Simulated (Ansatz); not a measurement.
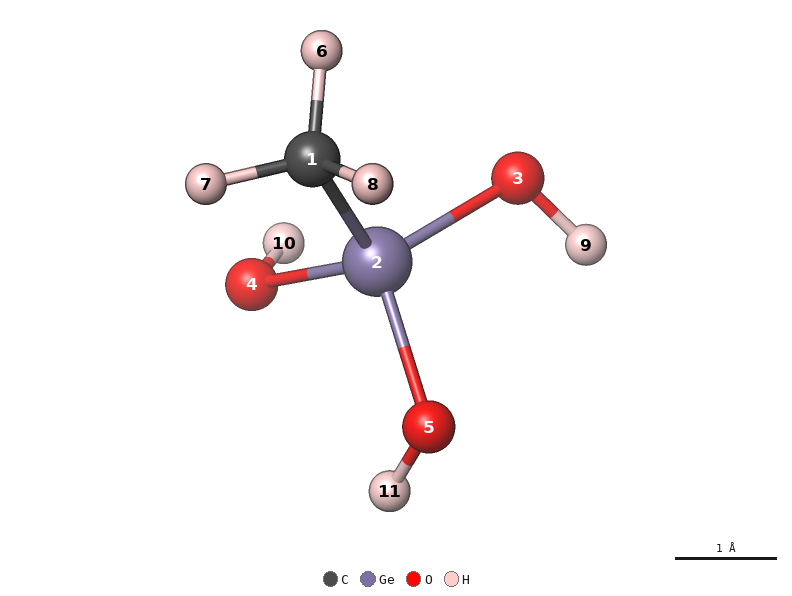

Orthographic view. Atoms fade into the background with distance from the viewer. Computed geometry: PBE-D4/def2-SVP optimisation. No frequency run is at hand to confirm it as a minimum.

Write a Z-matrix (Å, degrees) in the order of the atom numbers, with these reference atoms: 2 to 1; 3 to 2, 1; 4 to 2, 3, 1; 5 to 2, 3, 4; 6 to 1, 2, 5; 7 to 1, 6, 2; 8 to 1, 7, 6; 9 to 3, 2, 5; 10 to 4, 2, 5; 11 to 5, 2, 3.

```
C  
Ge   1   1.936
O    2   1.798   1   110.2
O    2   1.800   3   107.6   1   123.3
O    2   1.796   3   108.5   4   114.3
H    1   1.106   2   109.5   5   156.5
H    1   1.106   6   109.5   2  -120.2
H    1   1.106   7   109.4   6   119.9
H    3   0.976   2   108.9   5    15.3
H    4   0.976   2   108.5   5  -118.7
H    5   0.976   2   108.3   3  -106.0
```
